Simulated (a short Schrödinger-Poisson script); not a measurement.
System: gated Al0.33Ga0.67N/GaN polarisation-induced gas, at 300 K.

```
layer       material  thickness (nm)  Na (cm⁻³)
-----  -------------  --------------  ---------
1      Al0.33Ga0.67N              20          -
2                GaN            6000       3e14
```

Constants are typed, rounded textbook-type inputs, not results; the design itself was drawn at random and stands for no fabricated device. Al0.33Ga0.67N: permittivity 9.3, conduction-band edge (eV) 0.462, gap (eV) 4.09, electron mass (mₑ) 0.24, Nv at 300 K (cm⁻³) 4.6e19. GaN: permittivity 9.5, conduction-band edge (eV) 0, gap (eV) 3.43, Nv at 300 K (cm⁻³) 4.6e19.

Channel valleys (confinement mass, in-plane density-of-states mass, number): Γ 0.2, 0.2, 1. At the gate the conduction-band edge of layer 1 lies 1.27 eV − eVg above the Fermi level of the channel; the field vanishes at the back. Sheet of polarisation charge: +1.6e13 e/cm² at 20 nm from the gate. The barrier under the gate holds no holes. Gaps are held at their typed values at every temperature. Mesh 0.08 nm at interfaces.

From a short Schrödinger-Poisson script (our own, NumPy): 1D Poisson equation in equilibrium, electrons quantum, Hartree plus LDA exchange-correlation (BenDaniel-Duke, 40 states a valley, the channel's in-plane mass for all, wave functions free to enter the barrier), parabolic valleys, classical holes, full ionisation, no traps, pinning or gate leakage.

Only gate voltages with over 1e8 electrons/cm² are shown.

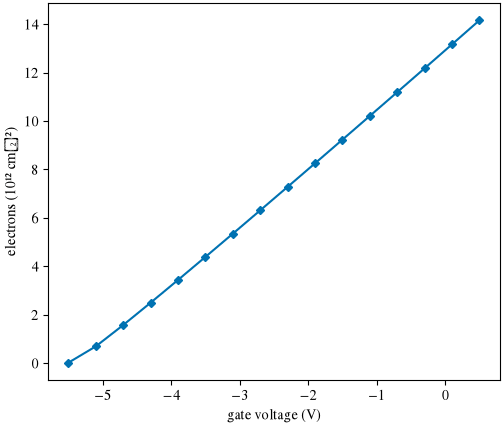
Fig. 1. Sheet density against gate voltage

| Vg (V) | electrons (cm⁻²) | in the channel layer | C (μF/cm²) | Γ E0 (meV) | Γ E1 (meV) |
|---|---|---|---|---|---|
| 0.5 | 1.42e13 | 1.28e13 | 0.398 | -149.1 | 5.3 |
| 0.1 | 1.32e13 | 1.20e13 | 0.397 | -139.0 | 9.0 |
| -0.3 | 1.22e13 | 1.13e13 | 0.395 | -128.8 | 12.6 |
| -0.7 | 1.12e13 | 1.04e13 | 0.394 | -118.5 | 16.2 |
| -1.1 | 1.02e13 | 9.59e12 | 0.393 | -108.0 | 19.9 |
| -1.5 | 9.23e12 | 8.74e12 | 0.392 | -97.4 | 23.5 |
| -1.9 | 8.25e12 | 7.87e12 | 0.390 | -86.6 | 27.1 |
| -2.3 | 7.28e12 | 6.98e12 | 0.389 | -75.6 | 30.8 |
| -2.7 | 6.31e12 | 6.09e12 | 0.387 | -64.4 | 34.6 |
| -3.1 | 5.35e12 | 5.19e12 | 0.385 | -52.7 | 38.5 |
| -3.5 | 4.39e12 | 4.29e12 | 0.383 | -40.3 | 42.6 |
| -3.9 | 3.44e12 | 3.38e12 | 0.379 | -27.0 | 47.1 |
| -4.3 | 2.50e12 | 2.46e12 | 0.374 | -11.8 | 52.6 |
| -4.7 | 1.58e12 | 1.56e12 | 0.364 | 7.3 | 60.3 |
| -5.1 | 6.95e11 | 6.92e11 | 0.337 | 37.0 | 75.3 |
| -5.5 | 2.08e10 | 2.08e10 | 0.0949 | 143.9 | 160.5 |

Subbands count from the Fermi level.
